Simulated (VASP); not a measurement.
Band structure of RuSi (relaxed from the CsCl type structure, space group Pm-3m). These are PBEsol GGA, VASP's PBE PAW potentials (set 64) (plane waves; VASP 6.6.1) values and carry that method's errors.

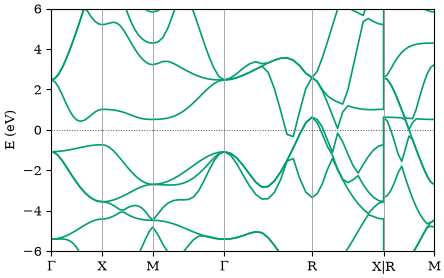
*Bands along high-symmetry lines, zero at the valence-band maximum or, without a gap, the Fermi level*

Problem. Read the plot: is there a gap, and where are the band edges?

Solution. It has no gap at this level: it comes out as a metal or semimetal. (Edges off the drawn lines would not show.)

The structure was generated: RuSi was put into the CsCl type type (Pm-3m), which need not be its known phase. It was relaxed first, which changed the volume by -34 %.
